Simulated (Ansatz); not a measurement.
Results of PBE (Ansatz, a first-principles code, PAW) for pyrite RuS₂.

Run with plane-wave cutoff 520 eV, 6×6×6 k mesh, Fermi–Dirac smearing 0.01 eV, no spin polarisation, scalar-relativistic PAW data made under PBE.

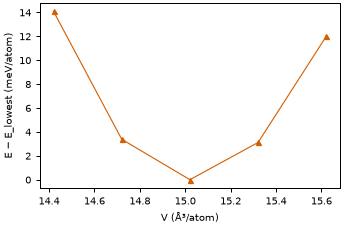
Fig. 1. Total energy against volume

Problem. From the curve, estimate the equilibrium volume and the bulk modulus.

Solution. V0 ≈ 15.0 Å³/atom and B0 ≈ 170 GPa; the fit gives V0 = 15.021 Å³/atom, B0 = 173 GPa, B′ = 4.9.

Shape and atoms are relaxed at each volume.

Measured, for comparison: equilibrium volume per atom 14.71 Å³/atom (temperature not stated, no zero-point or thermal correction; as tabulated in Wikipedia's data pages). Computed (rounded) less measured: equilibrium volume per atom +2.1 %.

Note: the bulk modulus comes from volumes at which shape and atoms were relaxed.

Computed values are for the static lattice.
